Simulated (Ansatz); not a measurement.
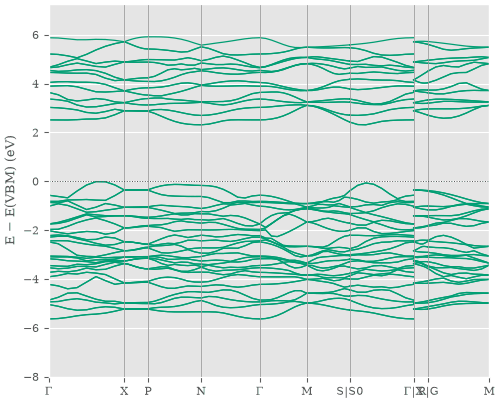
Figure: Band structure from r²SCAN with spin–orbit coupling in the plane-wave PAW code Ansatz

The gap is 2.27 eV; an edge lies off the plotted path or next to a special point (maximum off the standard path, minimum off the standard path).

The material is VBiO4 in space group I4_1/a (No. 88; V on 4a, Bi on 4b, O on 16f).

The cell was relaxed with r²SCAN under the symmetry of its start. No spin polarisation was allowed. No Hubbard U is applied.

Potentials: the later of the program's two PAW sets.
